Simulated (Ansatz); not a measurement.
ClF₃H₂MoO₂ (SMILES [OH][Mo]([OH])([F])([F])([F])[Cl])

```xyz
9

Cl    1.7061   -0.7048   -1.3773
F    -1.0630    0.0599   -1.8554
F     0.3469    1.8113   -0.8150
F    -1.6438    0.8959    0.4804
Mo   -0.1383    0.1175   -0.2559
O    -0.7425   -1.5539    0.1287
O     0.8151    0.3687    1.2716
H    -1.2488   -2.2844   -0.2480
H     1.4185    0.9874    1.7017
```

Geometry: PBE0-D4/def2-SVP; core potentials replace the inner electrons of Mo.

The calculation used isolated molecule in a Gaussian basis; Kohn-Sham density functional theory, functional PBE0 (Ansatz 0.2.0).

**Predict the electron density and electron localisation function between the atoms.**

Mo–O (1.82 Å): ρ at the midpoint is about 1.3 e/Å³; the ELF peaks at about 0.80 in the valence shell of O, 0.5 Å from its nucleus, and drops to about 0.25 between the two atoms.
Mo–F (1.85 Å): ρ at the midpoint is about 1.1 e/Å³; the ELF peaks at about 0.85 in the valence shell of F, 0.5 Å from its nucleus, and drops to about 0.25 between the two atoms.
O–H (0.97 Å): the density is about 3.7 e/Å³ at the midpoint; the ELF climbs to about 1 towards the hydrogen, as it does in any bond to H: a covalent bond by its length.

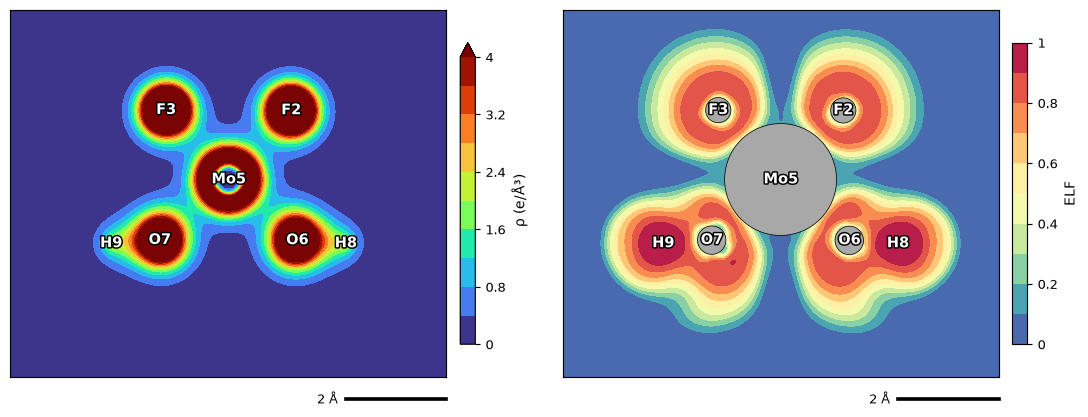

Computed electron density and electron localisation function on the plane of atoms F2, Mo5 and F3, in this order. Grey discs cover the atomic cores in the ELF map. 
